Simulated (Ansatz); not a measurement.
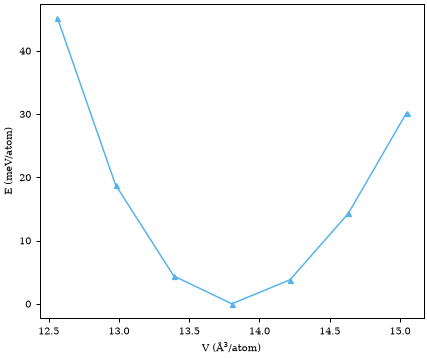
Figure. ScPtN$_{2}$ in space group R-3m (No. 166; Sc on 3b, Pt on 3a, N on 6c) under volume change, PBE (plane waves, PAW; program Ansatz), shape and atoms relaxed at each volume.

What does a third-order Birch–Murnaghan fit give for V₀, B₀ and B′?

V₀ = 13.81 Å³/atom, B₀ = 105 GPa, B′ = 5.3.

The start of the workflow was typed in or built on a structure type; neither database checked (COD, Materials Project) lists it. Whether it is the stable phase at ambient conditions was not checked. Symmetry was held in the PBE relaxation; whether a distortion lowers the energy is not shown. No spin polarisation was allowed. Spin–orbit coupling is left out wherever it is not named.

Potentials: the later of the program's two PAW sets.
